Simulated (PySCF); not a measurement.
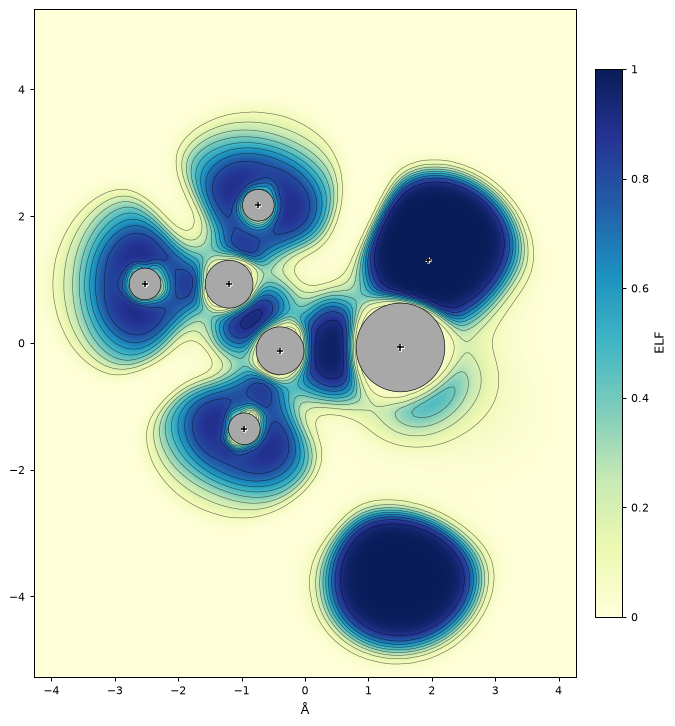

The ELF on a plane through atoms (crosses mark nuclei in the plane; grey discs cover the cores).

Computed with wB97X-D/def2-SVPD, SCF density, gas phase in PySCF.

Candidates:
A. C$_{2}$H$_{5}$F$_{3}$SSi$_{2}$ (SMILES FC(F)=C(F)[SiH2]S[SiH3])
B. C$_{3}$H$_{4}$N$_{2}$OS (SMILES COc1ncsn1)

> Which system is this?

Candidate A: C$_{2}$H$_{5}$F$_{3}$SSi$_{2}$ on the plane of atoms F1, C2 and F3, which holds F, C, Si and H. C–C (1.32 Å): the ELF peaks at about 0.90 between the atoms; a short, multiple covalent bond. C–F (1.33 Å): the ELF peaks at about 0.85 between the atoms (a shared but strongly polarised pair).
